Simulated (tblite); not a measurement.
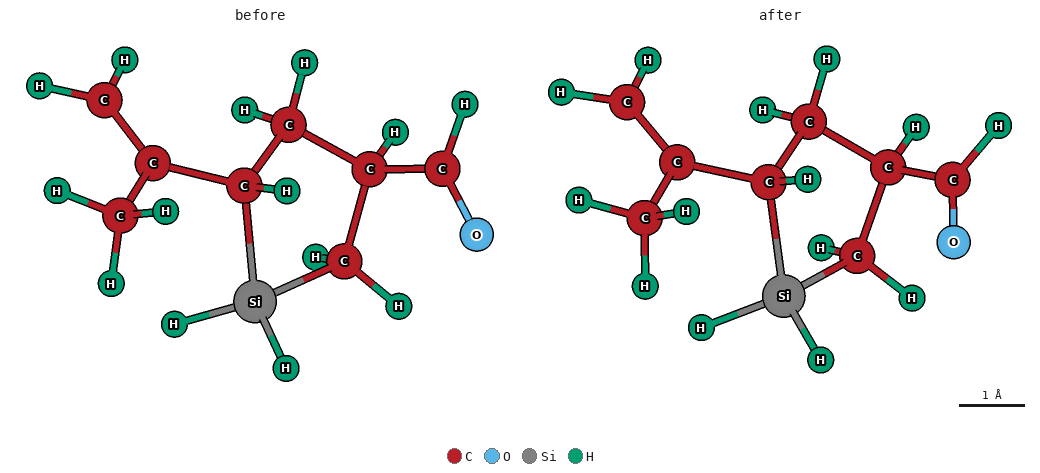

The structure of C8H14OSi before (left) and after (right) a relaxation, at one scale.

Style: ball-and-stick. Shown at a tilt.

Theory: GFN2-xTB geometry optimisation, gas phase in tblite. 

### Describe what moved and what it gained.

The energy falls by 6.79 kcal/mol in 109 geometry steps. The O atom moves most after the best rigid fit: 0.74 Å. Largest moves by element: O 0.74 Å, H 0.41 Å, C 0.23 Å, Si 0.22 Å. Some distances before and after: C–Si 2.000 → 1.926 Å, H–Si 1.493 → 1.456 Å, C–O 1.235 → 1.201 Å, C–C 1.525 → 1.495 Å. Bond angles that change, for instance: C–C–H 104.6° → 110.1°, H–Si–H 115.6° → 110.6°, C–C–C 113.7° → 109.5°. Groups turn about C–C by about 25°.
